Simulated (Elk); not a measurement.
Band structure of Zr (P6_3/mmc, 4 atoms in the cell).

```xyz
4
Lattice="3.2239 0.0000 0.0000 -1.6120 2.7920 0.0000 0.0000 0.0000 10.3730" Properties=species:S:1:pos:R:3 pbc="T T T"
Zr     0.0000     0.0000     0.0000
Zr     0.0000     0.0000     5.1865
Zr     0.0000     1.8613     2.5933
Zr     1.6120     0.9307     7.7798
```

Computed with Elk 10.2.4 with PBE, all-electron FP-LAPW, Elk's shipped species files, APW+lo basis with extra local orbitals.

Settings: xctype = 20; rgkmax = 8; stype = 0; swidth = 0.00367493 Ha; ngridk = 11 11 3; gmaxvr = 18 1/bohr; lmaxapw = 10; lmaxo = 8; nxlo = 2; lorbcnd = true; lradstp = 2; nrmtscf = 2; lmaxi = 4; maxscl = 100.

The starting cell was generated: these elements placed on a structure prototype, without a prior relaxation; it need not be a known phase or ordering of this composition. Its lattice was rescaled by a random factor within 2.5 % of one. Values depend on the basis (sphere radii, cutoffs, local orbitals), which need not be converged.

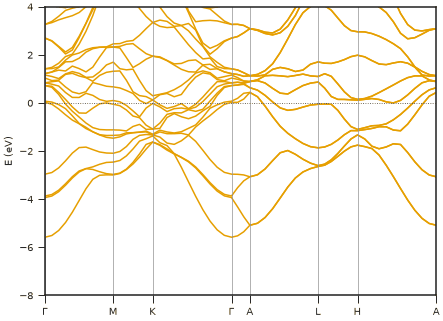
Figure. Bands along the path, energies from the Fermi level.

Levels in eV from the Fermi level, bands 21 to 28:
```csv
point,21,22,23,24,25,26,27,28
Γ,0.03,0.07,0.72,0.72,0.83,0.83,1.03,1.16
M,-1.47,-1.35,-1.12,-0.05,0.10,0.67,1.32,1.69
K,-1.33,-1.30,-1.09,-1.09,-0.02,0.13,0.13,0.30
A,0.44,0.44,0.63,0.63,0.89,0.89,0.89,0.89
L,-1.87,-1.87,-0.06,-0.06,0.87,0.87,1.10,1.10
H,-1.15,-1.15,-1.10,-1.10,0.11,0.11,0.15,0.15
```

Bands cross the Fermi level along this path, so the cell is metallic at this level.
